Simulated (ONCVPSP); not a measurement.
## Pseudopotential generation, with input and output: Mo

System: molybdenum (Mo, Z = 42), core [Ar] 3d10, reference valence 4s2 4p6 4d5 5s1, valence charge 14.
Method: ONCV potential, LDA (Perdew-Wang 92), scalar-relativistic, made with ONCVPSP 4.0.1.

Key numbers:

- outcome: generated
- cutoffs needed: 23 Ha and 57 Ha (the cutoffs at which the residual kinetic energy of the hardest occupied pseudo-wave falls to 1 and 0.1 mHa per electron)
- ghost test: no bound ghost flagged; no localised positive-energy state flagged (flags above 300 eV left out)
- largest excitation error: -2.0 meV (all-electron minus pseudo) for 4s2 4p6 4d4 5s0, out of 4 test configurations
- rms error of d²Exc/dni dnj: 3.38 mHa without and 0.29 mHa with the model core
- range over which the phases arctan(r R′/R) at the test radius agree within 0.05 rad (a looser test near the poles than one of phase shifts): s: over the whole range computed; p: over the whole range computed; d: up to about 4.2 Ha; f: up to about 3.2 Ha
- hardware: 1 CPU thread, shared host
- wall time: 4.6 s

Input:
```
# ATOM AND REFERENCE CONFIGURATION
# atsym  z   nc   nv     iexc    psfile
  Mo 42.00    6    4  -001012      upf
#
#   n    l    f
    1    0    2.00
    2    0    2.00
    2    1    6.00
    3    0    2.00
    3    1    6.00
    3    2   10.00
    4    0    2.00
    4    1    6.00
    4    2    5.00
    5    0    1.00
#
# PSEUDOPOTENTIAL AND OPTIMIZATION
# lmax
    3
#
#   l,   rc,      ep,       ncon, nbas, qcut
    0    1.70    0.00    4    9    8.80
    1    2.00    0.00    4    7    5.70
    2    1.65    0.00    5    8    6.20
    3    1.65    0.40    4    8    6.60
#
# LOCAL POTENTIAL
# lloc, lpopt,  rc(5),   dvloc0
    3    5    1.65    0.00
#
# VANDERBILT-KLEINMAN-BYLANDER PROJECTORs
# l, nproj, debl
    0    2    0.40
    1    2    2.20
    2    1    3.80
    3    0    1.30
#
# MODEL CORE CHARGE
# icmod, fcfact, rcfact
    1    0.36    0.00
#
# LOG DERIVATIVE ANALYSIS
# epsh1, epsh2, depsh
   -4.00    5.00    0.02
#
# OUTPUT GRID
# rlmax, drl
    6.00    0.01
#
# TEST CONFIGURATIONS
# ncnf
    4
# nvcnf
#   n    l    f
    4
    4    0    2.00
    4    1    6.00
    4    2    5.00
    5    0    0.00
#
    4
    4    0    2.00
    4    1    6.00
    4    2    4.00
    5    0    0.00
#
    4
    4    0    2.00
    4    1    6.00
    4    2    3.00
    5    0    0.00
#
    4
    4    0    2.00
    4    1    6.00
    4    2    5.00
    5    0    0.50
#
```

Launched with:
```bash
oncvpsp.x < Mo.dat > Mo.out
```

Log (extracts):
```
ONCVPSP  (Optimized Norm-Conservinng Vanderbilt PSeudopotential)
scalar-relativistic version 4.0.1

#   n    l    f        energy (Ha)
    1    0    2.00    -7.2745945E+02
    2    0    2.00    -1.0276783E+02
    2    1    6.00    -9.1942057E+01
    3    0    2.00    -1.7471346E+01
    3    1    6.00    -1.3923987E+01
    3    2   10.00    -8.1328390E+00
    4    0    2.00    -2.3675632E+00
    4    1    6.00    -1.4181508E+00
    4    2    5.00    -1.4452442E-01
    5    0    1.00    -1.5883059E-01

Reference configufation results
  iterations    26
  all-electron total energy (Ha)   -4.04441928D+03

Begin loop to  construct optimized pseudo wave functions
and semi-local pseudopoentials for all angular momenta

Calculating optimized projector #   1

 for l=   0

    Fraction of norm inside rc  0.928244
    Optimizing pswf for qcut=   8.80 a_B^-1,  ecut=  38.72 Ha
    Residual kinetic energy error=  1.94D-08 Ha

    Energy error per electron        Cutoff
         Ha          eV             Ha
         0.01000     0.27211       17.84
         0.00100     0.02721       23.24
         0.00010     0.00272       27.69
         0.00001     0.00027       31.30

Calculating optimized projector #   2

 for l=   0

    Fraction of norm inside rc  0.045498
    Optimizing pswf for qcut=   8.80 a_B^-1,  ecut=  38.72 Ha
    Residual kinetic energy error=  1.40D-08 Ha

    Energy error per electron        Cutoff
         Ha          eV             Ha
         0.01000     0.27211       12.90
         0.00100     0.02721       19.98
         0.00010     0.00272       25.44
         0.00001     0.00027       29.87

   Wellstate for l =  1  n =  6
     eigenvalue =   0.7818
     asymptotic potential =   1.2818
     half-point radius =  5.2499

Calculating optimized projector #   1

 for l=   1

    Fraction of norm inside rc  0.937791
    Optimizing pswf for qcut=   5.69 a_B^-1,  ecut=  16.21 Ha
    Residual kinetic energy error=  1.37D-05 Ha

    Energy error per electron        Cutoff
         Ha          eV             Ha
         0.01000     0.27211        9.60
         0.00100     0.02721       12.32
         0.00010     0.00272       14.42
         0.00001     0.00027       17.57

Calculating optimized projector #   2

 for l=   1

    Fraction of norm inside rc  0.090211
    Optimizing pswf for qcut=   5.69 a_B^-1,  ecut=  16.21 Ha
    Residual kinetic energy error=  5.91D-06 Ha

    Energy error per electron        Cutoff
         Ha          eV             Ha
         0.01000     0.27211        8.12
         0.00100     0.02721       10.92
         0.00010     0.00272       13.25
         0.00001     0.00027       15.79

Calculating optimized projector #   1

 for l=   2

    Fraction of norm inside rc  0.440697
    Optimizing pswf for qcut=   6.19 a_B^-1,  ecut=  19.14 Ha
    Residual kinetic energy error=  1.08D-03 Ha

    Energy error per electron        Cutoff
         Ha          eV             Ha
         0.01000     0.27211       14.34
         0.00100     0.02721       19.40
         0.00010     0.00272       56.79
         0.00001     0.00027       75.68

   Wellstate for l =  3  n =  4
     eigenvalue =   0.4000
     asymptotic potential =   0.9000
     half-point radius =  7.0597

Calculating optimized projector #   1

 for l=   3

    Fraction of norm inside rc  0.009365
    Optimizing pswf for qcut=   6.59 a_B^-1,  ecut=  21.73 Ha
    Residual kinetic energy error=  4.36D-05 Ha

    Energy error per electron        Cutoff
         Ha          eV             Ha
         0.01000     0.27211        4.70
         0.00100     0.02721       12.93
         0.00010     0.00272       19.41
         0.00001     0.00027       52.79

Construct Vanderbilt / Kleinmman-Bylander projectors

B matrix Hermiticity error, ll=   0
   1   2    1.9188E-04

  Orthonormal projector coefficients  1.2910E+01  3.2548E+00

B matrix Hermiticity error, ll=   1
   1   2   -1.8827E-04

  Orthonormal projector coefficients  6.4677E+00  2.5619E+00

Model core correction analysis
  based on d2Exc/dn_idn_j

d2excae - all-electron derivatives

   -3.091469D-02   -2.774270D-02   -1.418349D-02   -1.637260D-03
   -2.774286D-02   -2.608115D-02   -1.483353D-02   -1.628759D-03
   -1.418374D-02   -1.483371D-02   -1.086030D-02   -1.373388D-03
   -1.637305D-03   -1.628792D-03   -1.373431D-03   -3.508402D-04

d2excps - pseudofunction derivatives with no core correction

   -3.897274D-02   -3.405092D-02   -1.628693D-02   -2.280081D-03
   -3.405142D-02   -3.080361D-02   -1.641234D-02   -2.152549D-03
   -1.628739D-02   -1.641261D-02   -1.167328D-02   -1.505357D-03
   -2.280207D-03   -2.152620D-03   -1.505401D-03   -4.032952D-04

rms 2nd derivative error    3.379483E-03

Polynomial model core charge

d2excps - pseudofunction derivatives with core correction

   -3.038045D-02   -2.742160D-02   -1.461390D-02   -1.613628D-03
   -2.742174D-02   -2.566318D-02   -1.509405D-02   -1.641265D-03
   -1.461413D-02   -1.509421D-02   -1.127230D-02   -1.386383D-03
   -1.613665D-03   -1.641295D-03   -1.386426D-03   -3.496673D-04

rms 2nd derivative error    2.898335E-04

Pseudoatom total energy  -68.603264

Diagnostic tests using Vanderbilt-Kleinman-Bylander pseudopotentials
  1 or more projectors used as specified by nproj input data

   l    rcore       rmatch      e in        delta e   norm test  slope test

   0   1.7088834   1.7607689  -2.3675632   0.0000011   1.0001286   1.0001240
   0   1.7088834   1.7607689  -0.1588306   0.0000031   1.0000387   1.0000325

   1   2.0084357   2.0694161  -1.4181508   0.0000003   1.0000989   1.0000993
   1   2.0084357   2.0694161   0.7818492   0.0000172   1.0001725   1.0001725

   2   1.6585270   1.7088834  -0.1445244   0.0000023   1.0000034   1.0000087

   3   1.6585270   1.7088834   0.4000000   0.0000115   1.0000021   1.0000021

 Testing for bound ghosts
   n   l    E NL Schr. Eq   E Basis Diag.   E Cutoff

   1   0       -2.367562       -2.367549    120.01
   2   0       -0.158827       -0.086126    120.01

   2   1       -1.418151       -1.410208     55.58

   3   2       -0.144522       -0.132961     93.57

 Testing for highly-localized positive-energy ghosts
       l    <radius>/rc     E Basis Diag.   E Cutoff

       0        0.558378       18.908374    120.01  WARNING - GHOST(+)

Test configuration 0

   n   l     f        eae           eps        diff
   1   0  2.0000 -727.45945105
   2   0  2.0000 -102.76783304
   2   1  6.0000  -91.94205732
   3   0  2.0000  -17.47134622
   3   1  6.0000  -13.92398728
   3   2 10.0000   -8.13283902
   4   0  2.0000   -2.36756320   -2.36756214    1.06D-06
   4   1  6.0000   -1.41815083   -1.41815051    3.19D-07
   4   2  5.0000   -0.14452442   -0.14452211    2.31D-06
   5   0  1.0000   -0.15883059   -0.15882746    3.13D-06

    Total energies and differences
      AE_ref= -4.04441928D+03  AE_tst= -4.04441928D+03  dif=  0.00D+00
      PS_ref= -6.86032639D+01  PS_tst= -6.86032639D+01  dif= -1.02D-12
      PSP excitation error=  1.02D-12

Test configuration 1

   n   l     f        eae           eps        diff
   1   0  2.0000 -727.71109662
   2   0  2.0000 -103.01559804
   2   1  6.0000  -92.19009425
   3   0  2.0000  -17.72022249
   3   1  6.0000  -14.17284827
   3   2 10.0000   -8.38138147
   4   0  2.0000   -2.61900844   -2.61945123   -4.43D-04
   4   1  6.0000   -1.67066801   -1.67091621   -2.48D-04
   4   2  5.0000   -0.39170803   -0.39169988    8.16D-06

    Total energies and differences
      AE_ref= -4.04441928D+03  AE_tst= -4.04415550D+03  dif=  2.64D-01
      PS_ref= -6.86032639D+01  PS_tst= -6.83394225D+01  dif=  2.64D-01
      PSP excitation error= -5.77D-05

Test configuration 2

   n   l     f        eae           eps        diff
   1   0  2.0000 -728.14659595
   2   0  2.0000 -103.45544165
   2   1  6.0000  -92.62956631
   3   0  2.0000  -18.15775274
   3   1  6.0000  -14.61036340
   3   2 10.0000   -8.81934095
   4   0  2.0000   -3.04557726   -3.04561523   -3.80D-05
   4   1  6.0000   -2.09099591   -2.09111378   -1.18D-04
   4   2  4.0000   -0.77384538   -0.77385804   -1.27D-05

    Total energies and differences
      AE_ref= -4.04441928D+03  AE_tst= -4.04357849D+03  dif=  8.41D-01
      PS_ref= -6.86032639D+01  PS_tst= -6.77623996D+01  dif=  8.41D-01
      PSP excitation error= -7.26D-05

Test configuration 3

   n   l     f        eae           eps        diff
   1   0  2.0000 -728.66601074
   2   0  2.0000 -103.98161505
   2   1  6.0000  -93.15524050
   3   0  2.0000  -18.67785828
   3   1  6.0000  -15.13042483
   3   2 10.0000   -9.34027545
   4   0  2.0000   -3.54196536   -3.54110745    8.58D-04
   4   1  6.0000   -2.57763578   -2.57736297    2.73D-04
   4   2  3.0000   -1.21686539   -1.21653434    3.31D-04

    Total energies and differences
      AE_ref= -4.04441928D+03  AE_tst= -4.04258764D+03  dif=  1.83D+00
      PS_ref= -6.86032639D+01  PS_tst= -6.67716267D+01  dif=  1.83D+00
      PSP excitation error=  2.78D-06

Test configuration 4

   n   l     f        eae           eps        diff
   1   0  2.0000 -727.57931186
   2   0  2.0000 -102.88592619
   2   1  6.0000  -92.06027507
   3   0  2.0000  -17.58998209
   3   1  6.0000  -14.04261691
   3   2 10.0000   -8.25132065
   4   0  2.0000   -2.48755591   -2.48775323   -1.97D-04
   4   1  6.0000   -1.53872762   -1.53883515   -1.08D-04
   4   2  5.0000   -0.26313870   -0.26313088    7.82D-06
   5   0  0.5000   -0.26285204   -0.26285791   -5.87D-06

    Total energies and differences
      AE_ref= -4.04441928D+03  AE_tst= -4.04431419D+03  dif=  1.05D-01
      PS_ref= -6.86032639D+01  PS_tst= -6.84981508D+01  dif=  1.05D-01
      PSP excitation error= -2.21D-05
```

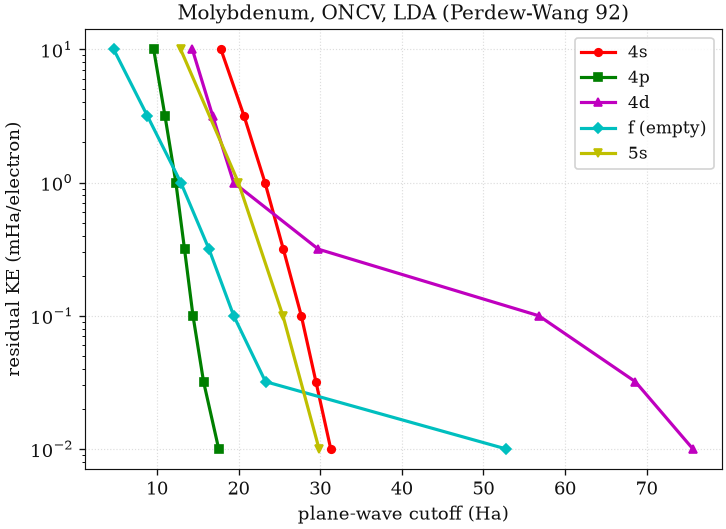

Fig. 1: Residual kinetic energy of the pseudo-waves (the first of each channel, and further valence shells) beyond the plane-wave cutoff, as the generator prints it.

- Cutoffs for 1 mHa per electron: 4s: 23 Ha; 5s: 20 Ha; 4d: 19 Ha; f (empty): 13 Ha; 4p: 12 Ha.
- Hardest wave at 1 mHa per electron: 4s, with rc = 1.70 bohr and qcut = 8.8 1/bohr. The optimisation minimises, but can't always remove, the kinetic energy above qcut²/2 = 38.7 Ha, and a larger rc would as a rule soften the wave at some cost in transferability.
- Cutoffs for the occupied states: 23 Ha for 1 mHa and 57 Ha for 0.1 mHa per electron. The first is set by 4s.

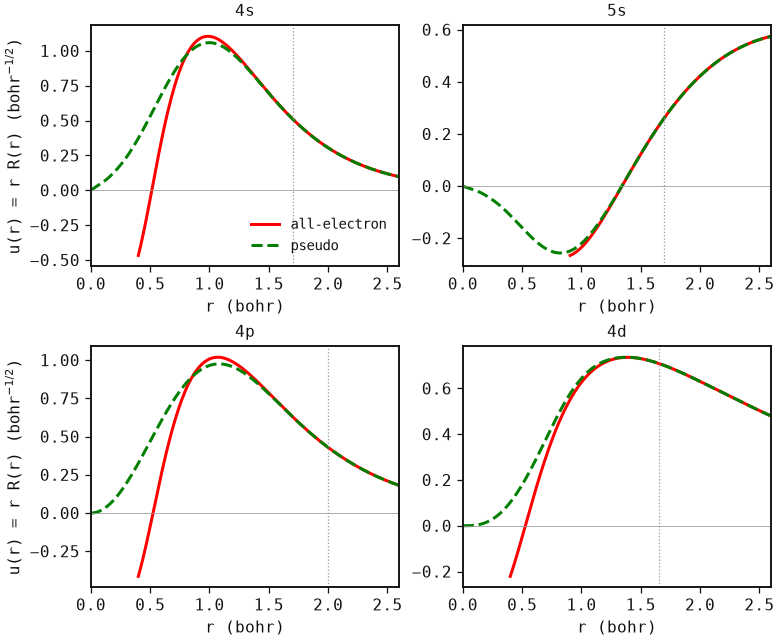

Fig. 2: Partial waves u(r) = r R(r), all-electron (solid) and pseudo (dashed). Dotted lines mark the matching radii. The innermost oscillations of some all-electron curves aren't drawn. Pseudo-waves: 4s has no node; 5s has a node at about 1.3 bohr; 4p has no node; 4d has no node. A node in 5s is expected, since a lower shell of the same l is also in the valence and the two must stay orthogonal.

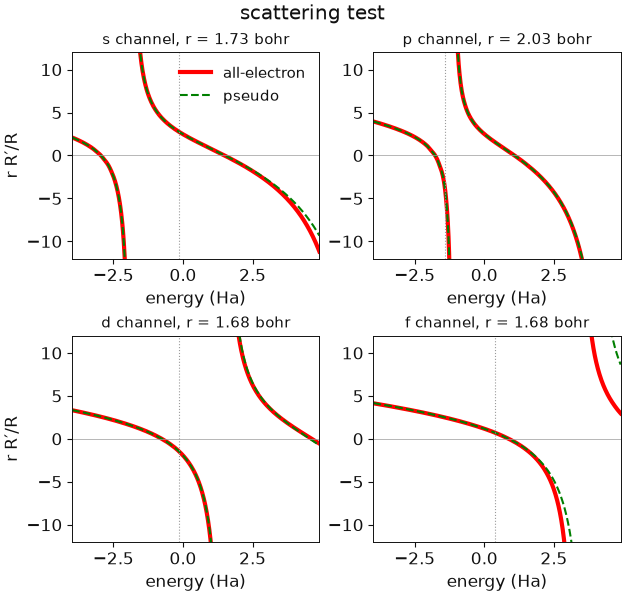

Fig. 3: Logarithmic derivatives r R′/R at the test radius against energy, all-electron atom (solid) and pseudo-atom (dashed). Here R(r) is the radial function. The dotted line marks the reference energy of the channel.

- Ghost states: the plot shows none: pseudo and all-electron curves have the same branches in all channels drawn. The separate test gives: no bound ghost flagged; no localised positive-energy state flagged (flags above 300 eV left out).
- Zeros of the logarithmic derivative: s: all-electron -2.9 and 1.5 Ha, pseudo -2.9 and 1.5 Ha; p: all-electron -1.8 and 1.1 Ha, pseudo -1.8 and 1.1 Ha; d: all-electron -0.8 and 4.6 Ha, pseudo -0.8 and 4.6 Ha; f: all-electron 0.9 Ha, pseudo 0.9 Ha.

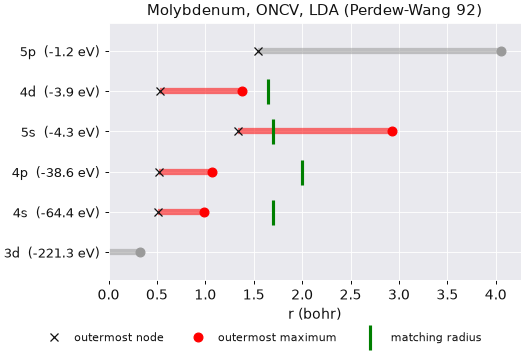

Fig. 4: Outer shells of the all-electron reference atom: each bar runs from the outermost node (or the nucleus) to the outermost maximum of u(r); the tick is the radius chosen for the pseudo-wave. Shells without a tick have no pseudo-wave of their own. Levels, nodes and maxima are from ld1.x, scalar-relativistic.

- Radii against the shells: 4s: 1.70 bohr, outside the maximum; 4p: 2.00 bohr, outside the maximum; 5s: 1.70 bohr, between node and maximum; 4d: 1.65 bohr, outside the maximum.

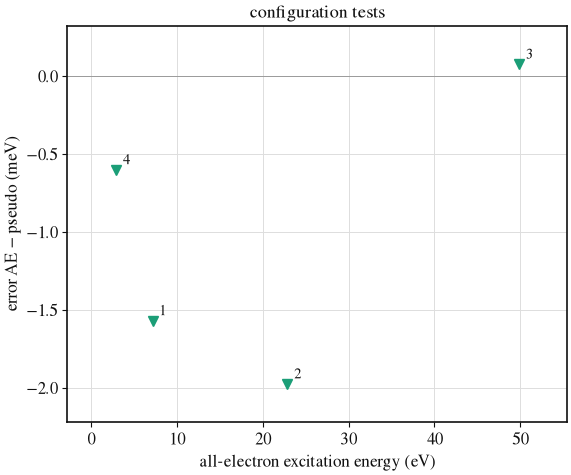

Fig. 5: Errors, all-electron minus pseudo, of the energies of valence configurations relative to the unpolarised reference 4s2 4p6 4d5 5s1. Points: 1 = 4s2 4p6 4d5 5s0; 2 = 4s2 4p6 4d4 5s0; 3 = 4s2 4p6 4d3 5s0; 4 = 4s2 4p6 4d5 5s0.5.

- Worst configuration: 4s2 4p6 4d4 5s0 (charge +2): the error is -2.0 meV on an all-electron energy of +22.88 eV relative to the reference, or 0.0086 %.
- Configurations within 10 meV and within 50 meV: 4 and 4 of 4.
